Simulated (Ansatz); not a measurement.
Take GaCuSe$_{2}$ in the chalcopyrite structure (space group I-42d, No. 122; a = 5.608 Å, c = 11.096 Å) as the base. Axes: x, y, z lie along a, b, c of the conventional cell.

One thing is altered: the cell is compressed by 3.32 % along z with no lateral relaxation, atoms relaxed at fixed cell.

Method: plane-wave PAW DFT at the r2SCAN level (Ansatz, a quantum-chemistry and plane-wave program, 500 eV), no SOC, earlier PAW set.

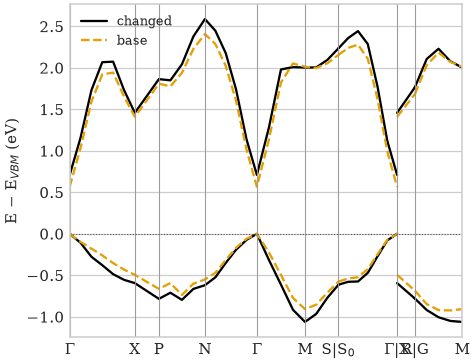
Fig. 1. Highest valence and lowest conduction band along the path, each from its own valence-band maximum

The gap is 0.71 eV, direct at Γ; the base has 0.57 eV.

The cells carry an imposed strain or load. Whether these cells are dynamically stable was not tested. The final runs are not spin-polarised.
